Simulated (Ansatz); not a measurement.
The calculation's input:

```
crystal:
  periodic: [false, false, false]
  atoms:
    - { symbol: B, position_ang: [-1.96995, -1.19902, -0.4393] }
    - { symbol: C, position_ang: [-1.26889, -1.1012, 0.73898] }
    - { symbol: Al, position_ang: [0.36612, 0.00611, 0.77147] }
    - { symbol: C, position_ang: [1.26762, 1.0702, -0.65099] }
    - { symbol: H, position_ang: [-2.46634, -1.20259, -1.47535] }
    - { symbol: H, position_ang: [-1.38277, -1.50766, 1.73716] }
    - { symbol: H, position_ang: [1.0727, 0.048, 2.1577] }
    - { symbol: H, position_ang: [1.58503, 0.46048, -1.50497] }
    - { symbol: H, position_ang: [2.16858, 1.56691, -0.26993] }
    - { symbol: H, position_ang: [0.62791, 1.85878, -1.06479] }
basis:
  gaussian: { orbitals: def2-SVP }
hamiltonian:
  xc: pbe
relax:
  f_tol: 0.015
  max_steps: 40
output:
  orbitals: {}
```

Launched as:

```sh
ansatz run input.yaml --threads 1 --pin off --max-ram 2048MiB --backend cpu --events-out ev --progress --plain --runs-dir out
```

The fields are those of the relaxed geometry.

Method: RKS PBE/def2-SVP (Ansatz 0.2.0).

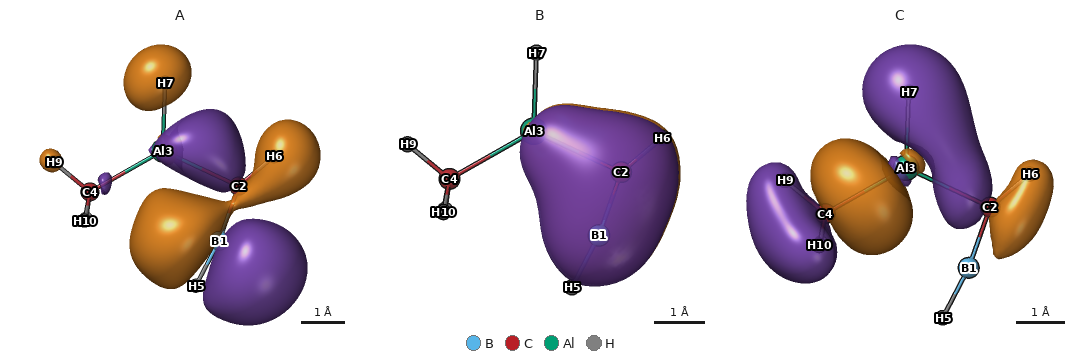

C2H6AlB (SMILES B=[CH][AlH][CH3]). Three frontier orbitals at ±0.08 Å⁻³ᐟ² (orange and purple are the two phases), in no order.

Which picture is the HOMO−1, the HOMO and the LUMO?

C is the HOMO−1 (−6.81 eV). Its weight (Hirshfeld) is mainly on C4 (about 40 %), Al3 (about 25 %), H7 (about 15 %) and C2 (about 5 %). B is the HOMO (−6.10 eV). It lies mainly on C2 (about 50 %), B1 (about 30 %) and Al3 (about 15 %); π-bonding across C2–B1. A is the LUMO (−1.74 eV). Its weight (Hirshfeld) is mainly on B1 (about 50 %), C2 (about 15 %), Al3 (about 15 %) and H5 (about 5 %).

What is the HOMO–LUMO gap?

4.36 eV between the orbital energies.
